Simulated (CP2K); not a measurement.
# BHF2 (SMILES FBF): GFN2-xTB

Aim: the vertical ionisation energy of BHF2 at GFN2-xTB, from 2 runs. 

The results are computed with CP2K 2026.2.

3 further runs of the same task are left out: 1 that didn't finish, 2 set aside as unsound or not needed.

### 1 Starting point

BHF2: 4 atoms, total charge 0, spin state singlet. As SMILES, `FBF`. Geometry: relaxed at PBE0-D4/def2-TZVP.

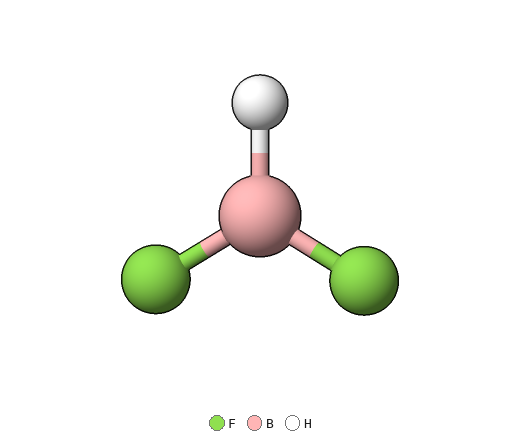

The structure, seen from a chosen angle (fluorine green, boron pink, hydrogen white).

### 2 The energy at GFN2-xTB

molecule.xyz reads:

```xyz
4

F      1.154300     0.456900    -0.361900
B     -0.001900    -0.031000     0.025200
F     -1.095400     0.528700    -0.438900
H     -0.057000    -0.954600     0.775600
```

mol.inp reads:

```
&GLOBAL
  PROJECT_NAME mol
  RUN_TYPE ENERGY
  PRINT_LEVEL MEDIUM
&END GLOBAL

&FORCE_EVAL
  METHOD QUICKSTEP
  &DFT
    &QS
      METHOD XTB
      EPS_DEFAULT 1.0E-10
      &XTB
        GFN_TYPE TBLITE
        &TBLITE
          METHOD GFN2
        &END TBLITE
        CHECK_ATOMIC_CHARGES F
      &END XTB
    &END QS
    ! no periodic images
    &POISSON
      PERIODIC NONE
      POISSON_SOLVER ANALYTIC
    &END POISSON
    ! self-consistent field
    &SCF
      SCF_GUESS ATOMIC
      EPS_SCF 1.0E-06
      MAX_SCF 150
      ADDED_MOS 8
      &DIAGONALIZATION
        ALGORITHM STANDARD
      &END DIAGONALIZATION
      &MIXING
        METHOD DIRECT_P_MIXING
        ALPHA 0.4
      &END MIXING
      &SMEAR ON
        METHOD FERMI_DIRAC
        ELECTRONIC_TEMPERATURE [K] 300
      &END SMEAR
    &END SCF
    ! extra output
    &PRINT
      &MOMENTS
        PERIODIC F
        REFERENCE COM
        MAX_MOMENT 1
      &END MOMENTS
      &MO ON
        ENERGIES T
        OCCUPATION_NUMBERS T
        NDIGITS 6
        &EACH
          QS_SCF 0
        &END EACH
        ADD_LAST NUMERIC
      &END MO
      &HIRSHFELD OFF
      &END HIRSHFELD
    &END PRINT
  &END DFT
  ! structure
  &SUBSYS
    ! box in angstrom
    &CELL
      ABC 12.2 11.5 11.2
      PERIODIC NONE
    &END CELL
    &TOPOLOGY
      COORD_FILE_NAME molecule.xyz
      COORD_FILE_FORMAT XYZ
      &CENTER_COORDINATES
      &END CENTER_COORDINATES
    &END TOPOLOGY
  &END SUBSYS
&END FORCE_EVAL
```

On the command line:

```
OMP_NUM_THREADS=1 cp2k.psmp mol.inp > mol.out
```

Output:

```text
CP2K| version string:                                       CP2K version 2026.2
[...]
 GLOBAL| Method name                                                        CP2K
[...]
 GLOBAL| Run type                                                         ENERGY
[...]
                             - Atoms:                                          4
[...]
                             - Spherical basis functions:                     13
[...]
 Number of electrons:                                                         18
[...]
  *** SCF run converged in    13 steps ***
[...]
  Fermi energy:                                                -0.29265596799087
[...]
 TB_DIPOLE| Moment [Debye]         -0.05775365      -0.95814750       0.77852543
 TB_DIPOLE| Derivative [a.u.]       0.00000000       0.00000000       0.00000000
[...]
 ENERGY| Total FORCE_EVAL ( QS ) energy [hartree]            -11.304370646479315
[...]
```

Run time: 0.28 s. Hardware: 1 thread of Arm Neoverse V1, shared host.

### 3 The doublet cation at the same level

molecule.xyz is that of step 2.

molecule.inp reads:

```
&FORCE_EVAL
   METHOD Quickstep
   &DFT
      CHARGE 1
      MULTIPLICITY 2
      UKS T
      &QS
         METHOD XTB
         EPS_DEFAULT 1.0E-10
         &XTB
            GFN_TYPE TBLITE
            &TBLITE
               METHOD GFN2
            &END TBLITE
            CHECK_ATOMIC_CHARGES F
         &END XTB
      &END QS
      &POISSON
         PERIODIC NONE
         POISSON_SOLVER ANALYTIC
      &END POISSON
      # self-consistent field
      &SCF
         SCF_GUESS ATOMIC
         EPS_SCF 1.0E-06
         MAX_SCF 150
         ADDED_MOS 8
         &DIAGONALIZATION
            ALGORITHM STANDARD
         &END DIAGONALIZATION
         &MIXING
            METHOD DIRECT_P_MIXING
            ALPHA 0.4
         &END MIXING
         &SMEAR ON
            METHOD FERMI_DIRAC
            ELECTRONIC_TEMPERATURE [K] 300
            FIXED_MAGNETIC_MOMENT 1.0
         &END SMEAR
      &END SCF
      # extra output
      &PRINT
         &MOMENTS
            PERIODIC F
            REFERENCE COM
            MAX_MOMENT 1
         &END MOMENTS
         &MO ON
            ENERGIES T
            OCCUPATION_NUMBERS T
            NDIGITS 6
            &EACH
               QS_SCF 0
            &END EACH
            ADD_LAST NUMERIC
         &END MO
         &HIRSHFELD OFF
         &END HIRSHFELD
      &END PRINT
   &END DFT
   # atoms, cell and kinds
   &SUBSYS
      # box in angstrom
      &CELL
         ABC [angstrom] 12.2 11.5 11.2
         PERIODIC NONE
      &END CELL
      &TOPOLOGY
         COORD_FILE_NAME molecule.xyz
         COORD_FILE_FORMAT XYZ
         &CENTER_COORDINATES
         &END CENTER_COORDINATES
      &END TOPOLOGY
   &END SUBSYS
&END FORCE_EVAL

&GLOBAL
   PROJECT_NAME molecule
   RUN_TYPE ENERGY
   PRINT_LEVEL MEDIUM
&END GLOBAL
```

On the command line:

```
OMP_NUM_THREADS=1 cp2k.psmp -i molecule.inp > molecule.out 2>&1
```

Output:

```text
CP2K| version string:                                       CP2K version 2026.2
[...]
 GLOBAL| Method name                                                        CP2K
[...]
 GLOBAL| Run type                                                         ENERGY
[...]
 *** WARNING in qs_environment.F:2191 :: More ADDED_MOs requested for beta ***
 *** spin than available.                                                  ***
[...]
                             - Atoms:                                          4
[...]
                             - Spherical basis functions:                     13
[...]
 Number of electrons:                                                          9
[...]
  *** SCF run converged in    16 steps ***
[...]
  Fermi energy:                                                -0.72453669786068
[...]
 TB_DIPOLE| Moment [Debye]         -0.18520032      -3.09684193       2.51618187
 TB_DIPOLE| Derivative [a.u.]       0.00000000       0.00000000       0.00000000
[...]
 ENERGY| Total FORCE_EVAL ( QS ) energy [hartree]            -10.666490813463502
[...]
```

Run time: 0.3 s. Hardware: 1 thread of Arm Neoverse V1, shared host.

### 4 Results

At GFN2-xTB:

```
                                               quantity         value
                             singlet BHF2: total energy  -11.30437 Eh
singlet BHF2: dipole moment (from atomic charges alone)        1.24 D
                              singlet BHF2: HOMO energy     -13.25 eV
                              singlet BHF2: LUMO energy      -7.07 eV
                            singlet BHF2: HOMO–LUMO gap       6.18 eV
                           doublet cation: total energy  -10.66649 Eh
     doublet cation: HOMO energy (highest over α and β)     -22.25 eV
      doublet cation: LUMO energy (lowest over α and β)     -21.57 eV
     vertical ionisation energy (to the doublet cation)     17.358 eV
```

The vertical ionisation energy comes to 17.36 eV (400 kcal/mol). No empirical shift is applied, and without it xTB methods put this difference several eV too high. The dipole (singlet BHF2) comes from point charges on the atoms alone, without atomic dipoles, so it is partial.
